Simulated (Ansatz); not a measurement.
## Electronic structure of C$_{2}$H$_{7}$FO$_{2}$Si in real space

```xyz
13

C    -1.8456    1.2237   -0.3624
O    -0.8503    0.3760    0.1706
Si    0.1673   -1.0102   -0.8837
F    -0.6721   -2.2589   -0.2149
C     1.5188   -0.8366    0.5309
O     1.5781    0.5236    0.9510
H    -2.5515    0.6018   -0.9041
H    -1.4100    1.9541   -1.0427
H    -2.3636    1.7297    0.4500
H    -0.1935    0.8325    0.7029
H     2.4957   -1.1523    0.1506
H     1.2613   -1.4854    1.3749
H     2.2340    0.6446    1.6194
```

Computed with RHF/def2-SVP in Ansatz 0.2.0.

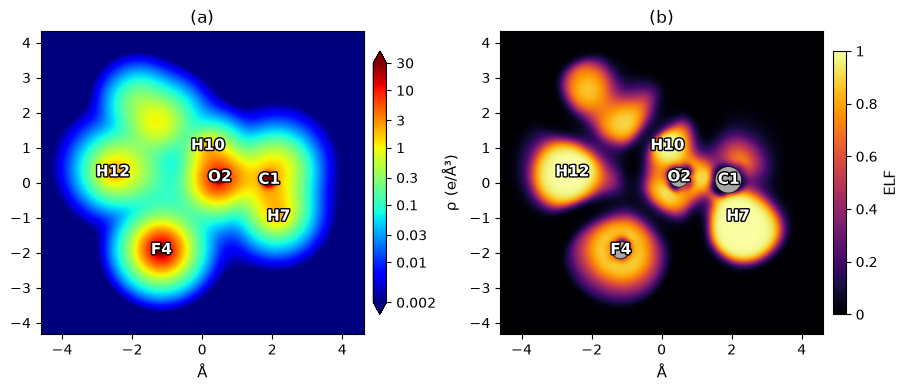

Figure 1. (a) total electron density; (b) electron localisation function on the plane of atoms C1, O2 and H10. Grey discs cover the atomic cores in the ELF map.

What do the fields say about this system?

The section cuts through C, O, F and H sites.
C–O (1.41 Å): ρ at the midpoint is about 2.1 e/Å³, with its minimum of 1.6 e/Å³ about 0.5 Å from C; the ELF peaks at about 0.90 between the atoms; a shared but strongly polarised pair.
O–H (0.96 Å): the density is about 3.9 e/Å³ at the midpoint; the ELF climbs to about 1 towards the hydrogen, as it does in any bond to H: a covalent bond by its length.
C–H (1.09 Å): the density is about 2.1 e/Å³ at the midpoint; the ELF climbs to about 1 towards the hydrogen; a covalent bond by its length.
The ELF also peaks beside F4 and O6, away from the bonds: lone-pair regions.

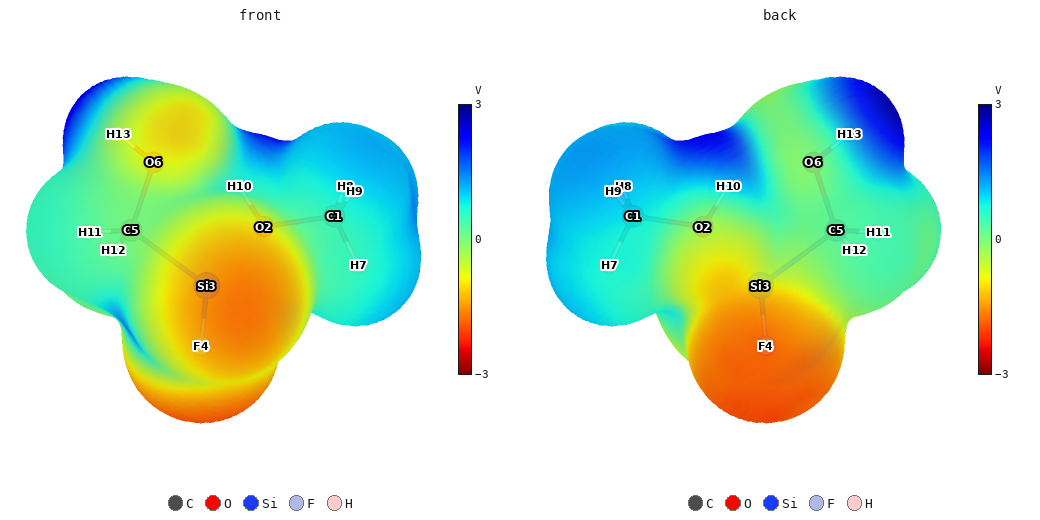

Figure 2. The molecular electrostatic potential painted on the density surface at 0.002 e/bohr³, seen from the front and from behind; red is negative and blue positive.

Which sites attract a positive test charge, and which a negative one?

A positive charge is drawn to the negative regions and a negative charge to the positive ones. The most negative region (about −2.0 V) lies over F4, the most positive (about +2.7 V) over H13.

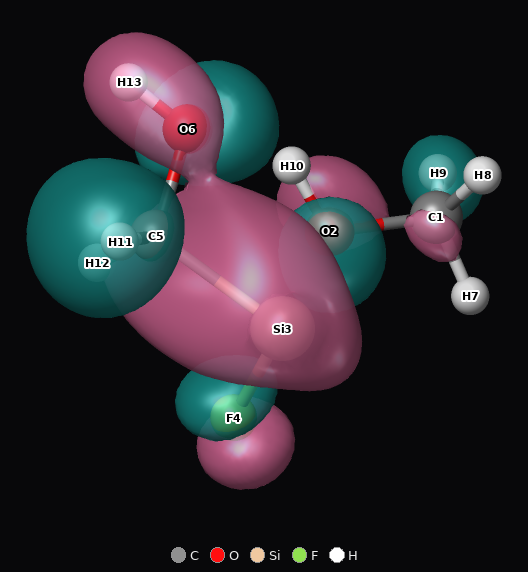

Figure 3. The HOMO−1 at ±0.08 Å⁻³ᐟ² (teal and pink are the two phases), seen at a tilt.

Where does this orbital lie, and at what energy?

Its weight (Hirshfeld) is mainly on C5 (about 30 %), O6 (about 20 %), Si3 (about 20 %), H11 (about 15 %), O2 (about 5 %) and F4 (about 5 %). Its energy is −12.32 eV.
